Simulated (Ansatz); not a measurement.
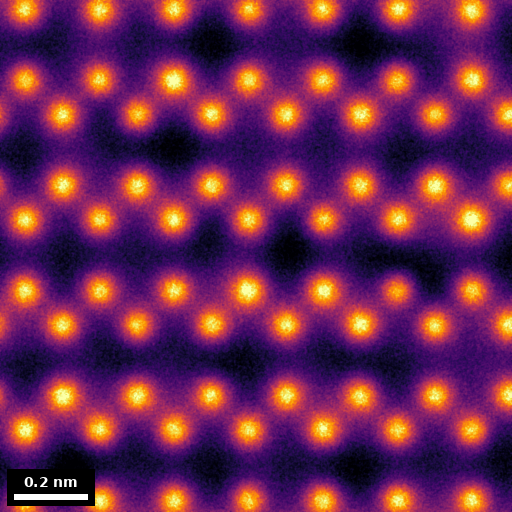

Integrated-DPC-like image of Sc (P6_3/mmc, No. 194). Simulated as the projected potential of neutral atoms (B = 0.5 Å²) blurred by a 0.51 Å probe, the thin-sample limit of integrated differential phase contrast. Shot noise and the speckle of an amorphous layer were added. Structure: a calculation's starting geometry.

```
Sc
1.0
     3.31861    0.00000    0.00000
    -1.65930    2.87400    0.00000
     0.00000    0.00000    5.16056
Sc
2
Direct
  0.33333 0.66667 0.75000
  0.66667 0.33333 0.25000
```

Which beam direction gives this image, [210], [211], [201] or [100]? (Directions equivalent by symmetry count as one.)

Answer. [201]. The projected cells are 1.66 × 2.58 Å, 90° for [210]; 2.54 × 2.54 Å, 98° for [211]; 2.04 × 3.05 Å, 110° for [201]; 2.87 × 5.16 Å, 90° for [100], and the image repeats as the [201] one does.
